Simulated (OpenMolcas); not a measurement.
## Multiconfigurational calculation for C

C. Computed at this level: state-averaged SS-RASPT2, IPEA shift 0.1, sigma1 shift 0.3 hartree, closed shells 1s correlated, active space 4 electrons in the shells 2s 2p 3d; RAS3 3d with at most 2 electrons, basis ANO-R2, X2C scalar Hamiltonian, spin-orbit coupling by RASSI with atomic mean-field integrals (OpenMolcas).

## Summary

- outcome: converged
- lowest level: 2s² 2p² ³P₀
- first excited level: 2s² 2p² ³P₁, 15 cm⁻¹ (measured: 16)
- energy of the lowest spin-free term: −37.80373 hartree
- energy of the lowest spin-orbit level: −37.80386 hartree
- CASPT2 correlation energy: −0.0387 hartree
- largest spread among components of a term: 20.4 cm⁻¹
- lowest reference weight: 0.970
- hardware: 1 thread of Intel Xeon (Sapphire Rapids), 192 GiB of memory available, shared host
- wall time: 5.5 s

## Notes

The run is of multi-state type; this report uses its single-state energies. Limits: extra active shells serve correlation only, their own levels not computed; only configurations of the active space are included.

## The input
```
&GATEWAY
Coord
1

C 0.0 0.0 0.0
Basis=ANO-R2
Group=XYZ
NoMove
AngMom=0.0 0.0 0.0
AMFI
&SEWARD
&RASSCF
FileOrb=start.orb
Symmetry=1
Spin=3
nActEl=4 0 0
Inactive=1 0
Ras2=1 3
CIRoot=6 6 1
SDav=6
CIMx=300
Iter=120 100
PrWF=0.3
OrbListing=Nothing
MaxOrb=0
Atom
>>> COPY $Project.JobIph JOBPRE
&RASSCF
FileOrb=start.orb
Symmetry=1
Spin=3
nActEl=4 0 2
Inactive=1 0
Ras2=1 3
Ras3=5 0
CIRoot=3 3 1
SDav=211
CIMx=300
Iter=120 100
PrWF=0.3
OrbListing=Nothing
MaxOrb=0
Thrs=2.0e-7 1.0e-1 5.0e-4
Atom
>>> COPY $Project.JobIph JOB001
&RASSCF
FileOrb=start.orb
Symmetry=1
Spin=1
nActEl=4 0 2
Inactive=1 0
Ras2=1 3
Ras3=5 0
CIRoot=24 24 1
SDav=192
CIMx=300
Iter=120 100
PrWF=0.3
OrbListing=Nothing
MaxOrb=0
Thrs=2.0e-7 1.0e-1 5.0e-4
Atom
CIOnly
>>> COPY $Project.JobIph JOB002
&RASSCF
FileOrb=start.orb
Symmetry=2
Spin=5
nActEl=4 0 2
Inactive=1 0
Ras2=1 3
Ras3=5 0
CIRoot=1 1 1
SDav=36
CIMx=300
Iter=120 100
PrWF=0.3
OrbListing=Nothing
MaxOrb=0
Thrs=2.0e-7 1.0e-1 5.0e-4
Atom
>>> COPY $Project.JobIph JOB003
&RASSI
NrOfJobIphs=3 3 6 1
1 2 3
1 2 3 4 5 6
1
IphNames
JOB001
JOB002
JOB003
EJob
SpinOrbit
DIPRint=1.0
SOCoupling=1000.0
Subsets=2
MEES
Property=10
'ANGMOM' 1 'ANGMOM' 2 'ANGMOM' 3 'MLTPL  1' 1 'MLTPL  1' 2 'MLTPL  1' 3
'AMFI' 1 'AMFI' 2 'AMFI' 3 'MLTPL  2' 6
SOProperty=3
'ANGMOM' 1 'ANGMOM' 2 'ANGMOM' 3
>>> COPY JOB001 $Project.JobIph
&CASPT2
Multistate=3 1 2 3
Frozen=0 0
IPEA=0.1
Sig1=0.3
MaxIter=60
WThr=0.0 0.3 0.05
PrWF=0.5
NoMix
>>> COPY JOB002 $Project.JobIph
&CASPT2
Multistate=6 1 2 3 4 5 6
Frozen=0 0
IPEA=0.1
Sig1=0.3
MaxIter=60
WThr=0.0 0.3 0.05
PrWF=0.5
NoMix
>>> COPY JOB003 $Project.JobIph
&CASPT2
Multistate=1 1
Frozen=0 0
IPEA=0.1
Sig1=0.3
MaxIter=60
WThr=0.0 0.3 0.05
PrWF=0.5
NoMix
```

The file start.orb holds starting orbitals from an earlier step. A driver script formed the levels outside the program, from RASSI's spin-orbit matrix and the CASPT2 energies (for multi-state variants, the effective Hamiltonian), averaged over the components of each term or state. The log and the time are those of the CASPT2 step.

Launched with:
```bash
OMP_NUM_THREADS=1 MOLCAS_MEM=2252 MOLCAS_PROJECT=a pymolcas a.inp > a.log  # once for each step of the input, in one work folder
```

## The program's output (extracts)
```
--- CASPT2 ---
Orbital specifications:
      -----------------------

      Symmetry species                           1   2
                                                ag  au
      Frozen orbitals                            0   0
      Inactive orbitals                          1   0
      Active orbitals                            6   3
      Secondary orbitals                         7  16
      Deleted orbitals                           0   0
      Number of basis functions                 14  19
Type of calculation                        MS-CASPT2
      Fock operator                              state-specific
      IPEA shift                                 0.10
      Real shift                                 0.00
      Imaginary shift                            0.00
      Sigma^1 regularizer                        0.30
      The input orbitals will be transformed to quasi-canonical
Reference energy:         -37.7650035262
      E2 (Non-variational):      -0.0385902224
      Shift correction:          -0.0001340056
      E2 (Variational):          -0.0387242281
      Total energy:             -37.8037277543
      Residual norm:              0.0000001617
      Reference weight:           0.98864
      Contributions to the CASPT2 correlation energy
      Active & Virtual Only:         -0.0288949328
      One Inactive Excited:          -0.0043199265
      Two Inactive Excited:          -0.0053753631
Reference energy:         -37.7650035262
      E2 (Non-variational):      -0.0385901056
      Shift correction:          -0.0001340037
      E2 (Variational):          -0.0387241094
      Total energy:             -37.8037276356
      Residual norm:              0.0000001616
      Reference weight:           0.98864
      Contributions to the CASPT2 correlation energy
      Active & Virtual Only:         -0.0288948138
      One Inactive Excited:          -0.0043199287
      Two Inactive Excited:          -0.0053753631
::    CASPT2 Root  1     Total energy:    -37.80372775
::    CASPT2 Root  2     Total energy:    -37.80372764
::    CASPT2 Root  3     Total energy:    -37.80372756
::    MS-CASPT2 Root  1     Total energy:    -37.80372775
::    MS-CASPT2 Root  2     Total energy:    -37.80372764
::    MS-CASPT2 Root  3     Total energy:    -37.80372756
--- CASPT2 ---
Orbital specifications:
      -----------------------

      Symmetry species                           1   2
                                                ag  au
      Frozen orbitals                            0   0
      Inactive orbitals                          1   0
      Active orbitals                            6   3
      Secondary orbitals                         7  16
      Deleted orbitals                           0   0
      Number of basis functions                 14  19
Type of calculation                        MS-CASPT2
      Fock operator                              state-specific
      IPEA shift                                 0.10
      Real shift                                 0.00
      Imaginary shift                            0.00
      Sigma^1 regularizer                        0.30
      The input orbitals will be transformed to quasi-canonical
Reference energy:         -37.7065783466
      E2 (Non-variational):      -0.0473492774
      Shift correction:          -0.0005371020
      E2 (Variational):          -0.0478863794
      Total energy:             -37.7544647260
      Residual norm:              0.0000005735
      Reference weight:           0.98417
      Contributions to the CASPT2 correlation energy
      Active & Virtual Only:         -0.0377036134
      One Inactive Excited:          -0.0042704429
      Two Inactive Excited:          -0.0053752211
Reference energy:         -37.7065783466
      E2 (Non-variational):      -0.0473727059
      Shift correction:          -0.0005509467
      E2 (Variational):          -0.0479236526
      Total energy:             -37.7545019992
      Residual norm:              0.0000005765
      Reference weight:           0.98412
      Contributions to the CASPT2 correlation energy
      Active & Virtual Only:         -0.0377269217
      One Inactive Excited:          -0.0042705651
      Two Inactive Excited:          -0.0053752191
::    CASPT2 Root  1     Total energy:    -37.75446473
::    CASPT2 Root  2     Total energy:    -37.75450200
::    CASPT2 Root  3     Total energy:    -37.75440887
::    CASPT2 Root  4     Total energy:    -37.75446520
::    CASPT2 Root  5     Total energy:    -37.75444682
::    CASPT2 Root  6     Total energy:    -37.70439783
::    MS-CASPT2 Root  1     Total energy:    -37.75451526
::    MS-CASPT2 Root  2     Total energy:    -37.75447457
::    MS-CASPT2 Root  3     Total energy:    -37.75446466
::    MS-CASPT2 Root  4     Total energy:    -37.75444999
::    MS-CASPT2 Root  5     Total energy:    -37.75440908
::    MS-CASPT2 Root  6     Total energy:    -37.70437188
--- CASPT2 ---
Orbital specifications:
      -----------------------

      Symmetry species                           1   2
                                                ag  au
      Frozen orbitals                            0   0
      Inactive orbitals                          1   0
      Active orbitals                            6   3
      Secondary orbitals                         7  16
      Deleted orbitals                           0   0
      Number of basis functions                 14  19
Type of calculation                        SS-CASPT2
      Fock operator                              state-specific
      IPEA shift                                 0.10
      Real shift                                 0.00
      Imaginary shift                            0.00
      Sigma^1 regularizer                        0.30
      The input orbitals will be transformed to quasi-canonical
Reference energy:         -37.6271261071
      E2 (Non-variational):      -0.0301047962
      Shift correction:          -0.0003789168
      E2 (Variational):          -0.0304837129
      Total energy:             -37.6576098201
      Residual norm:              0.0000003516
      Reference weight:           0.98897
      Contributions to the CASPT2 correlation energy
      Active & Virtual Only:         -0.0199150349
      One Inactive Excited:          -0.0045933663
      Two Inactive Excited:          -0.0055963949
::    CASPT2 Root  1     Total energy:    -37.65760982
```

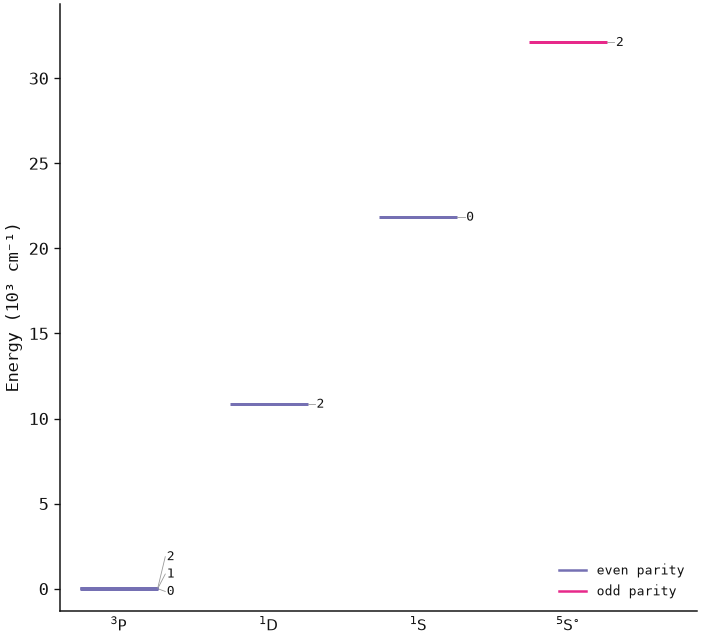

*Level diagram of neutral carbon.*

The lowest level is 2s² 2p² ³P₀. The first excited level, 2s² 2p² ³P₁, lies at 14.8 cm⁻¹. The ground term spreads over 44.1 cm⁻¹ in the order J = 0, 1, 2, a normal multiplet. Among those computed, the lowest level of opposite parity, 2s 2p³ ⁵S°₂, is at 32,100 cm⁻¹. The leading LS term holds 100 % of a level on average. Spin-orbit coupling puts the ground level 29.5 cm⁻¹ below the lowest spin-free term.

| Configuration | Level | E (cm⁻¹) |
| --- | --- | --- |
| 2s² 2p² | ³P₀ | 0 |
| 2s² 2p² | ³P₁ | 14.8 |
| 2s² 2p² | ³P₂ | 44.1 |
| 2s² 2p² | ¹D₂ | 10,840 |
| 2s² 2p² | ¹S₀ | 21,830 |
| 2s 2p³ | ⁵S°₂ | 32,100 |
